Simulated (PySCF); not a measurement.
**NMR shielding calculation of C₂H₇BN₂O**

The run: NMR shielding calculation of C₂H₇BN₂O. Method and program: GIAO PBE0/pcSseg-1 NMR shielding, non-relativistic, gas phase (PySCF 2.14.0).

The geometry comes from this level: GFN2-xTB. Figures and captions count atoms from 1; the log counts them from 0 in places.

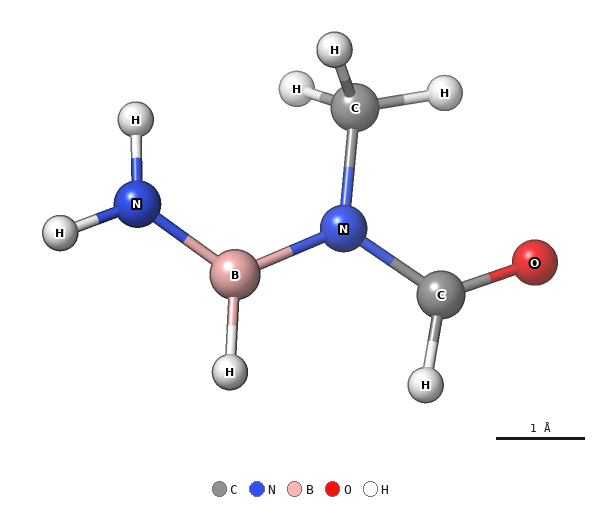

**Figure 1.** The input geometry (ball-and-stick view, seen at a tilt). Bond lengths as drawn: B–H 1.17 Å, B–N 1.39 to 1.44 Å, C–H 1.09 to 1.10 Å, C–N 1.36 to 1.45 Å, C–O 1.21 Å and H–N 1.00 to 1.01 Å.

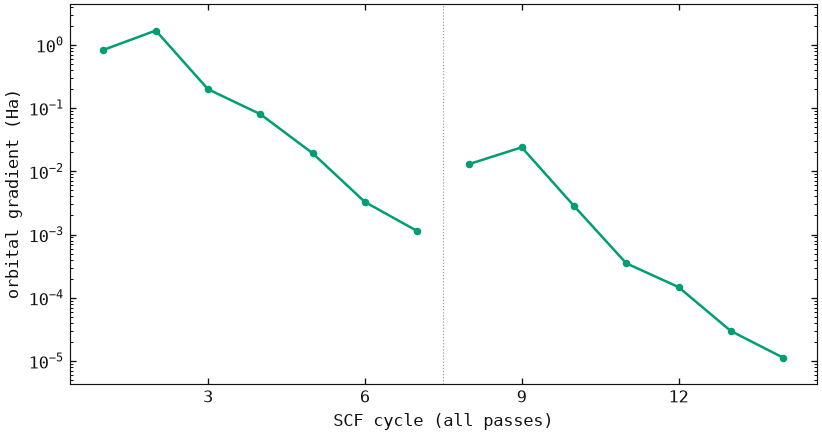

**Figure 2.** Convergence of the self-consistent field: orbital gradient against the SCF cycle. The dotted line marks the change from a coarse to the final integration grid. The first 7 cycles use a coarse grid, the final grid takes over at cycle 8, and the field converges after 14 cycles in all.

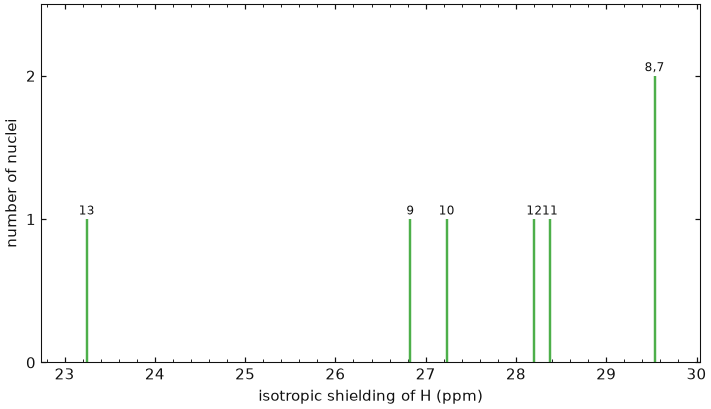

**Figure 3.** Isotropic shieldings of the hydrogen nuclei in this fixed geometry, labelled by atom number; shielding grows to the right, so chemical shift grows to the left. The least shielded is H13 (23.2 ppm), the most shielded H7 (29.5 ppm).

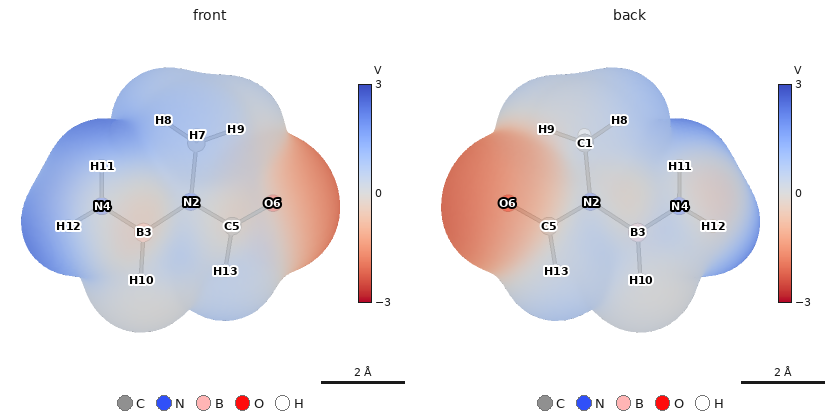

**Figure 4.** The molecular electrostatic potential painted on the density surface at 0.002 e/bohr³, seen at a tilt and from behind; the colour scale runs from red (negative) to blue (positive). A positive charge is drawn to the negative regions and a negative charge to the positive ones.

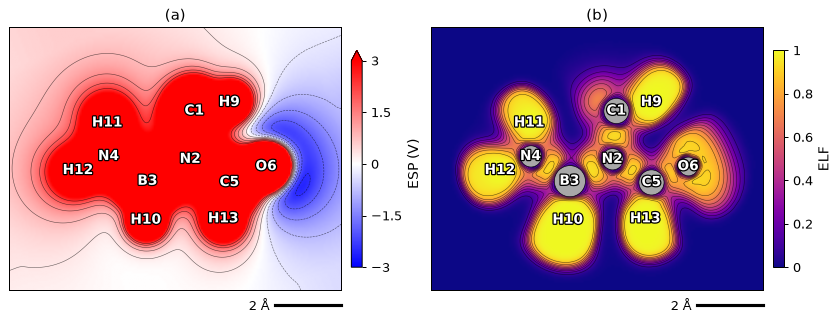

**Figure 5.** (a) molecular electrostatic potential; (b) ELF on the plane of atoms B3, N2 and C5. Grey discs, where drawn, cover atomic cores. C–O (1.21 Å): the ELF peaks at about 0.90 between the atoms; a multiple bond by its length, whose ELF region spreads away from the axis. N–H (1.00 Å): the ELF climbs to about 1 towards the hydrogen, as it does in any bond to H (a covalent bond by its length).

The input and output of the run follow.

Input
```
{"job": {"kind": "nmr", "xc": "PBE0", "basis": "pcSseg-1"}, "charge": 0, "multiplicity": 1}
C     -0.982219    -0.945582     0.177838
N     -0.340624     0.353632     0.057750
B      1.071521     0.478471    -0.196389
N      1.860572    -0.651369    -0.339409
C     -1.145493     1.436742     0.204360
O     -2.333985     1.412400     0.417960
H     -0.539170    -1.512577     0.997997
H     -0.879455    -1.510320    -0.750277
H     -2.040894    -0.785985     0.383517
H      1.546976     1.542753    -0.279350
H      1.517262    -1.594614    -0.279832
H      2.847599    -0.605258    -0.518485
H     -0.586478     2.382193     0.106594
```

The first line tells a small driver script what to run in PySCF; the rest is the geometry in Å.

Run as:
```bash
OMP_NUM_THREADS=1 python <driver script> task.json out
```

The program's output
```
coarse grid: 10808 points
cycle   1  E = -289.5488960032  dE =  8.768e-01  |g| = 8.293e-01  |ddm| = 3.022e+00
cycle   2  E = -289.1345076179  dE =  4.144e-01  |g| = 1.678e+00  |ddm| = 1.940e+00
cycle   3  E = -289.6775488755  dE = -5.430e-01  |g| = 1.980e-01  |ddm| = 1.482e+00
cycle   4  E = -289.6851948473  dE = -7.646e-03  |g| = 7.998e-02  |ddm| = 1.953e-01
cycle   5  E = -289.6864225204  dE = -1.228e-03  |g| = 1.929e-02  |ddm| = 5.604e-02
cycle   6  E = -289.6865066245  dE = -8.410e-05  |g| = 3.273e-03  |ddm| = 1.484e-02
cycle   7  E = -289.6865085353  dE = -1.911e-06  |g| = 1.136e-03  |ddm| = 2.611e-03
final grid: 104424 points
cycle   8  E = -289.7258708260  dE = -1.879e-05  |g| = 1.304e-02  |ddm| = 2.400e-02
cycle   9  E = -289.7257939693  dE =  7.686e-05  |g| = 2.391e-02  |ddm| = 2.352e-02
cycle  10  E = -289.7259031043  dE = -1.091e-04  |g| = 2.832e-03  |ddm| = 1.657e-02
cycle  11  E = -289.7259046489  dE = -1.545e-06  |g| = 3.509e-04  |ddm| = 1.842e-03
cycle  12  E = -289.7259046729  dE = -2.398e-08  |g| = 1.475e-04  |ddm| = 3.355e-04
cycle  13  E = -289.7259046778  dE = -4.903e-09  |g| = 2.982e-05  |ddm| = 1.159e-04
cycle  14  E = -289.7259046779  dE = -1.746e-10  |g| = 1.131e-05  |ddm| = 2.551e-05
converged SCF energy = -289.7259046779

GIAO shielding tensors (ppm)
atom      isotropic    diamagn.    paramagn.     s11        s22        s33       span
  0 C      162.059     248.451     -86.392    135.055    165.984    185.138     50.083
  1 N      103.020     329.929    -226.909      2.777    113.102    193.183    190.406
  2 B       73.508     197.553    -124.045     43.356     65.439    111.730     68.373
  3 N      181.901     318.532    -136.631    114.402    208.188    223.113    108.711
  4 C       15.891     245.060    -229.170    -78.835     42.602     83.906    162.741
  5 O     -122.703     399.473    -522.176   -479.555   -233.634    345.080    824.635
  6 H       29.541      31.391      -1.850     25.164     27.722     35.736     10.572
  7 H       29.531      31.328      -1.796     25.177     27.617     35.799     10.622
  8 H       26.831      30.478      -3.648     21.624     27.412     31.455      9.831
  9 H       27.233      31.822      -4.589     25.433     27.692     28.574      3.141
 10 H       28.378      32.940      -4.562     22.089     27.800     35.245     13.156
 11 H       28.204      29.872      -1.668     22.895     24.929     36.788     13.893
 12 H       23.245      28.287      -5.042     19.416     24.470     25.851      6.435
```

Results in brief

- outcome: converged
- total energy: −289.725905 hartree
- HOMO: −7.47 eV
- LUMO: 0.29 eV
- dipole moment: 4.62 D
- isotropic shielding, C: 15.9 to 162.1 ppm
- isotropic shielding, N: 103.0 to 181.9 ppm
- isotropic shielding, B: 73.5 ppm
- isotropic shielding, O: −122.7 ppm
- isotropic shielding, H: 23.2 to 29.5 ppm
- hardware: 1 CPU thread, shared host
- wall time: 31 s
- peak memory: 0.64 GiB
